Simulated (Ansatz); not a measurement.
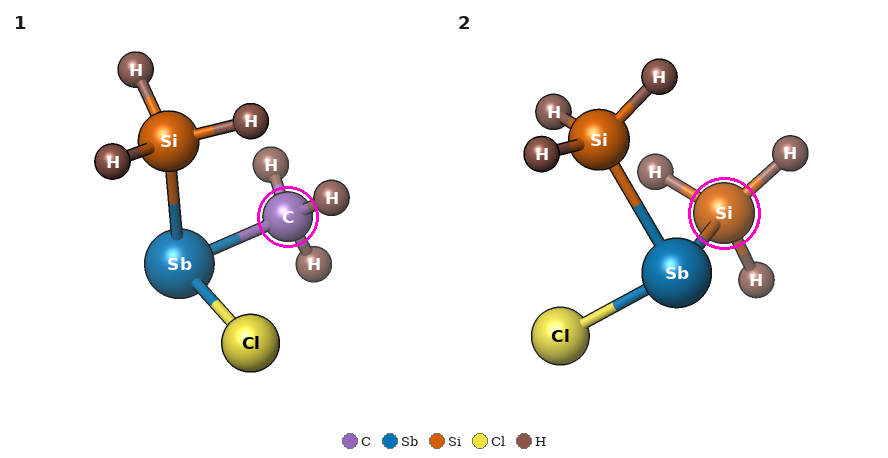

2 molecules with one skeleton, seen from the same side and at one scale; the atom that differs is circled. Each species is neutral and a spin singlet. Computed geometries: PBE0-D4/def2-TZVP optimisations, one conformation each. Properties computed with Ansatz 0.2.0. Elements past Kr carry core potentials.

One atom differs, called X below: C in panel 1, Si in panel 2. Their formulas are CH6ClSbSi (`[CH3][Sb]([SiH3])[Cl]`), ClH6SbSi2 (`[SiH3][Sb]([SiH3])[Cl]`).

In which is the HOMO energy (Kohn–Sham orbital) higher (r2SCAN-D4/def2-TZVPP)?

In panel 1 (X = C).

In which is the harmonic zero-point energy higher (PBE0-D4/def2-TZVP)?

In panel 1 (X = C).

Give the values. With PBE0-D4/def2-TZVP: mean length of X–H (Å), length of X–Sb (Å), mean angle Sb–X–H (°), dipole moment (D), harmonic zero-point energy (kJ/mol). With r2SCAN-D4/def2-TZVPP: HOMO energy (Kohn–Sham orbital) (eV), HOMO–LUMO gap (eV).

```json
{"quantity": "mean length of X–H (Å)", "1 (C)": "1.090", "2 (Si)": "1.486", "2 − 1": "+0.396"}
{"quantity": "length of X–Sb (Å)", "1 (C)": "2.156", "2 (Si)": "2.579", "2 − 1": "+0.423"}
{"quantity": "mean angle Sb–X–H (°)", "1 (C)": "109.2", "2 (Si)": "109.2", "2 − 1": "0.0"}
{"quantity": "dipole moment (D)", "1 (C)": "2.62", "2 (Si)": "2.27", "2 − 1": "−0.35"}
{"quantity": "harmonic zero-point energy (kJ/mol)", "1 (C)": "162.8", "2 (Si)": "132.7", "2 − 1": "−30.1"}
{"quantity": "HOMO energy (Kohn–Sham orbital) (eV)", "1 (C)": "−6.20", "2 (Si)": "−6.41", "2 − 1": "−0.21"}
{"quantity": "HOMO–LUMO gap (eV)", "1 (C)": "4.03", "2 (Si)": "3.82", "2 − 1": "−0.21"}
```
